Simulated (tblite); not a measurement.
## CH6NSi4: geometry relaxation (part 2 of 2)

Continued. System: CH6NSi4, multiplicity 2, SMILES N#C[SiH]1[SiH2][SiH][SiH2]1. Method: GFN2-xTB geometry optimisation, gas phase (tblite 0.8.0). It belongs to a series of runs on one base structure; here: H removed from Si.

Geometry of the input (Å):
```
N  0.5882  -2.7686  2.0209
C  0.4497  -2.1190  1.0406
Si 0.2423  -1.1402  -0.4335
Si -1.5825  0.2182  -0.3874
Si -0.3291  1.3983  1.0850
Si 1.3775  0.7801  -0.2555
H  0.4093  -1.8700  -1.6771
H  -1.8186  0.8927  -1.6487
H  -2.7424  -0.4308  0.2549
H  -0.6137  2.8180  1.1199
H  2.6716  0.6784  0.3814
H  1.3490  1.5421  -1.5265
```

## Trajectory as extended XYZ, continued
```
12
Properties=species:S:1:pos:R:3:forces:R:3 step=52 energy=-404.67429
N     0.5585   -2.9121    1.6238   -0.0110   0.0430  -0.1500
C     0.4444   -2.2441    0.6948    0.0240  -0.0430   0.1560
Si    0.2303   -1.0021   -0.6713    0.0140  -0.0830   0.0400
Si   -1.7682    0.1523   -0.1943    0.0020  -0.0210   0.0670
Si   -0.3963    1.8266    0.6931   -0.0390   0.0510  -0.0260
Si    1.5682    0.8576   -0.1153   -0.0530   0.0090  -0.1220
H     0.4418   -1.8492   -1.8527   -0.0090   0.0300  -0.0260
H    -2.6199    0.3227   -1.3843   -0.0280   0.0320  -0.0070
H    -2.6765   -0.4559    0.7904    0.0020   0.0180  -0.0430
H    -0.6981    3.2715    0.7555    0.0040  -0.0300  -0.0290
H     2.5900    0.6593    0.9104    0.1220  -0.0050   0.0620
H     2.3269    1.3727   -1.2762   -0.0280   0.0000   0.0760
12
Properties=species:S:1:pos:R:3:forces:R:3 step=57 energy=-404.67973
N     0.5659   -2.9500    1.5949    0.0050  -0.0100  -0.0190
C     0.4503   -2.2486    0.6926    0.0100  -0.0370   0.0120
Si    0.2289   -0.9997   -0.6633    0.0000  -0.0030   0.0080
Si   -1.7702    0.1509   -0.1716   -0.0190   0.0080  -0.0130
Si   -0.4003    1.8340    0.7173   -0.0120   0.0010  -0.0840
Si    1.5657    0.8585   -0.0990    0.0260  -0.0250   0.0660
H     0.4348   -1.8177   -1.8675   -0.0110   0.0220   0.0240
H    -2.6346    0.3236   -1.3577    0.0360   0.0260   0.0380
H    -2.6810   -0.4633    0.8035    0.0000   0.0020   0.0030
H    -0.6939    3.2797    0.6409   -0.0060  -0.0140  -0.0010
H     2.6005    0.6492    0.9255   -0.0160   0.0090  -0.0280
H     2.3352    1.3827   -1.2416   -0.0130   0.0200  -0.0050
12
Properties=species:S:1:pos:R:3:forces:R:3 step=62 energy=-404.68340
N     0.5815   -3.0205    1.5282    0.0020  -0.0120   0.0030
C     0.4561   -2.2815    0.6581    0.0190  -0.0430  -0.0180
Si    0.2282   -0.9886   -0.6542   -0.0130   0.0110   0.0440
Si   -1.7686    0.1500   -0.1344   -0.0140  -0.0020  -0.0200
Si   -0.4106    1.8763    0.6713   -0.0050   0.0310   0.0000
Si    1.5639    0.8579   -0.0588    0.0380   0.0100  -0.0420
H     0.4209   -1.7584   -1.8886   -0.0010  -0.0080   0.0000
H    -2.6657    0.3151   -1.2902   -0.0110   0.0080  -0.0170
H    -2.6362   -0.4703    0.8745   -0.0100   0.0090   0.0090
H    -0.6969    3.3078    0.4502   -0.0060  -0.0100   0.0110
H     2.5606    0.6193    0.9920    0.0160   0.0190   0.0100
H     2.3680    1.3922   -1.1741   -0.0160  -0.0140   0.0190
12
Properties=species:S:1:pos:R:3:forces:R:3 step=67 energy=-404.68492
N     0.5831   -3.0231    1.5447    0.0070  -0.0110  -0.0080
C     0.4602   -2.2871    0.6715    0.0040  -0.0270   0.0110
Si    0.2279   -0.9952   -0.6417    0.0090  -0.0280  -0.0110
Si   -1.7735    0.1483   -0.1467    0.0000   0.0160   0.0200
Si   -0.4079    1.8651    0.6678    0.0080   0.0150   0.0080
Si    1.5715    0.8568   -0.0713   -0.0340   0.0090   0.0150
H     0.4231   -1.7830   -1.8672   -0.0060   0.0190   0.0120
H    -2.6529    0.3389   -1.3129   -0.0020  -0.0100  -0.0150
H    -2.6663   -0.4647    0.8481    0.0190   0.0220  -0.0190
H    -0.7023    3.3025    0.5104   -0.0030  -0.0040   0.0040
H     2.5878    0.6376    0.9668   -0.0060   0.0150  -0.0040
H     2.3508    1.4032   -1.1955    0.0030  -0.0150  -0.0140
12
Properties=species:S:1:pos:R:3:forces:R:3 step=72 energy=-404.68610
N     0.5905   -3.0440    1.5455    0.0090  -0.0020  -0.0410
C     0.4675   -2.3109    0.6696   -0.0120   0.0050   0.0220
Si    0.2272   -1.0045   -0.6300   -0.0060   0.0210   0.0260
Si   -1.7709    0.1568   -0.1473    0.0060  -0.0080  -0.0310
Si   -0.4078    1.8738    0.6642   -0.0130   0.0110   0.0100
Si    1.5648    0.8565   -0.0667    0.0320  -0.0110  -0.0070
H     0.4187   -1.7730   -1.8664    0.0030  -0.0040  -0.0040
H    -2.6478    0.3435   -1.3191    0.0200  -0.0180   0.0200
H    -2.6608   -0.4538    0.8476   -0.0210   0.0070   0.0070
H    -0.7088    3.3091    0.5064    0.0020   0.0040   0.0030
H     2.5874    0.6494    0.9682   -0.0120   0.0150  -0.0030
H     2.3413    1.3963   -1.1979   -0.0070  -0.0200  -0.0010
12
Properties=species:S:1:pos:R:3:forces:R:3 step=78 energy=-404.68788
N     0.6125   -3.1194    1.4889    0.0070  -0.0450   0.0410
C     0.4714   -2.3411    0.6570   -0.0030   0.0440  -0.0400
Si    0.2250   -0.9981   -0.6025    0.0040   0.0020  -0.0380
Si   -1.7711    0.1660   -0.1386   -0.0260  -0.0120   0.0390
Si   -0.4131    1.9041    0.6394    0.0120  -0.0190  -0.0140
Si    1.5658    0.8641   -0.0578   -0.0220   0.0090   0.0070
H     0.4119   -1.7479   -1.8531    0.0000   0.0120   0.0080
H    -2.6666    0.3203   -1.2981    0.0160  -0.0070  -0.0190
H    -2.6522   -0.4279    0.8769    0.0010   0.0140   0.0000
H    -0.7175    3.3335    0.4419    0.0050   0.0090   0.0020
H     2.5637    0.6706    1.0008    0.0170   0.0060   0.0240
H     2.3715    1.3750   -1.1809   -0.0120  -0.0150  -0.0120
12
Properties=species:S:1:pos:R:3:forces:R:3 step=83 energy=-404.68876
N     0.6184   -3.1266    1.4897   -0.0110   0.0260  -0.0240
C     0.4709   -2.3437    0.6621    0.0160  -0.0200   0.0030
Si    0.2245   -1.0011   -0.5988   -0.0030   0.0020   0.0120
Si   -1.7722    0.1665   -0.1412    0.0040  -0.0010   0.0050
Si   -0.4122    1.9036    0.6325   -0.0080   0.0080   0.0040
Si    1.5651    0.8627   -0.0570    0.0020   0.0000   0.0010
H     0.4117   -1.7470   -1.8509    0.0030  -0.0020   0.0050
H    -2.6526    0.3120   -1.3137    0.0050  -0.0010  -0.0120
H    -2.6648   -0.4125    0.8704   -0.0140  -0.0010   0.0140
H    -0.7198    3.3388    0.4794    0.0120  -0.0140  -0.0040
H     2.5726    0.6928    0.9988   -0.0050   0.0020   0.0000
H     2.3595    1.3539   -1.1973   -0.0010   0.0000  -0.0040
12
Properties=species:S:1:pos:R:3:forces:R:3 step=88 energy=-404.68914
N     0.6233   -3.1457    1.4730    0.0000   0.0000   0.0010
C     0.4770   -2.3540    0.6541    0.0010  -0.0060   0.0070
Si    0.2234   -0.9981   -0.5892    0.0010  -0.0010  -0.0060
Si   -1.7742    0.1672   -0.1310   -0.0030  -0.0040  -0.0010
Si   -0.4150    1.9085    0.6367    0.0000   0.0000   0.0010
Si    1.5633    0.8652   -0.0489    0.0000  -0.0010  -0.0020
H     0.4097   -1.7358   -1.8466   -0.0010   0.0040  -0.0020
H    -2.6447    0.3087   -1.3120    0.0020  -0.0020   0.0030
H    -2.6733   -0.4053    0.8796   -0.0020   0.0030   0.0000
H    -0.7150    3.3401    0.4462    0.0030   0.0010   0.0010
H     2.5716    0.6998    1.0064   -0.0040   0.0010  -0.0010
H     2.3550    1.3486   -1.1941    0.0030   0.0050   0.0000
```

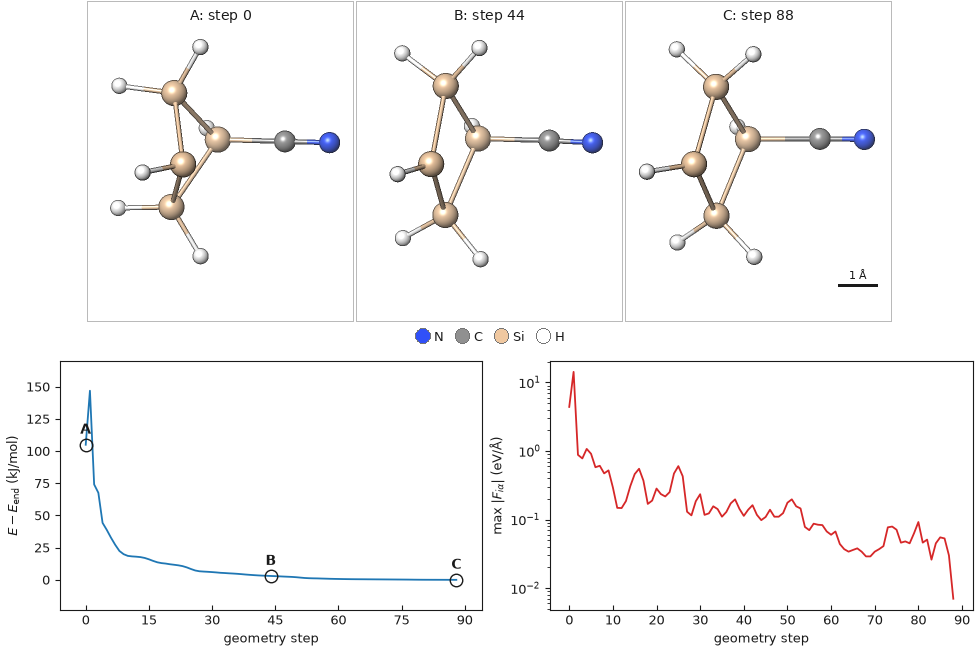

*Frames of the relaxation (ball-and-stick view, seen at a tilt) above the curves, on which the letters mark them (steps are counted from 0).*

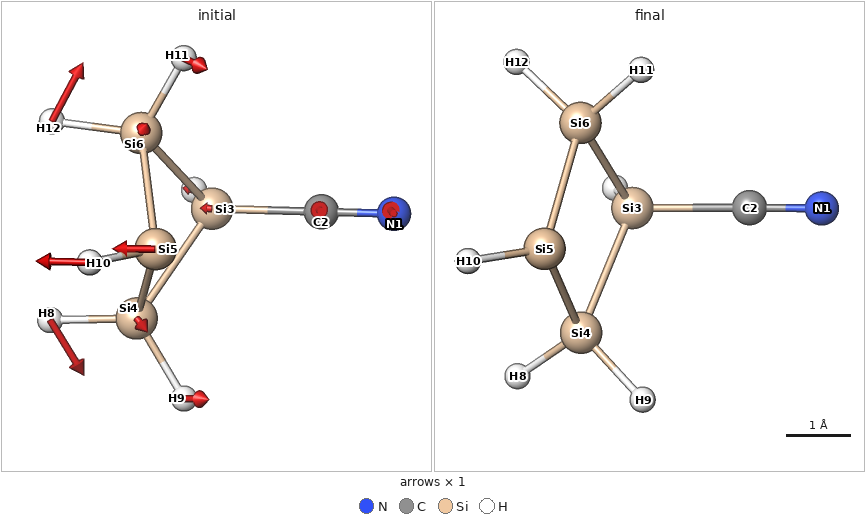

*Before (left) and after (right) the relaxation, at one scale (ball-and-stick view, seen at a tilt). The red arrows give the displacements, at true length.*

H12 moves most after the best rigid fit: 1.08 Å. By element the largest moves are H 1.08 Å, Si 0.70 Å, N 0.64 Å, C 0.43 Å. Distances before and after: Si3–Si6 2.238 → 2.358 Å, Si5–Si6 2.256 → 2.339 Å, Si3–Si4 2.275 → 2.358 Å, C2–Si3 1.782 → 1.857 Å. Among the angles that change: H8–Si4–H9 117.1° → 103.1°, C2–Si3–H7 114.8° → 100.9°, H11–Si6–H12 115.5° → 103.1°. The energy falls by 104.9 kJ/mol in 88 geometry steps. The largest force component goes from 4.4 to 0.007 eV/Å. (Atoms are counted from 1 in the order of the input.)

## Results in brief

```json
{"quantity": "outcome", "value": "converged"}
{"quantity": "total energy", "value": "−404.6891 eV"}
{"quantity": "hardware", "value": "1 CPU thread, shared host"}
{"quantity": "wall time", "value": "0.58 s"}
{"quantity": "peak memory", "value": "0.18 GiB"}
```
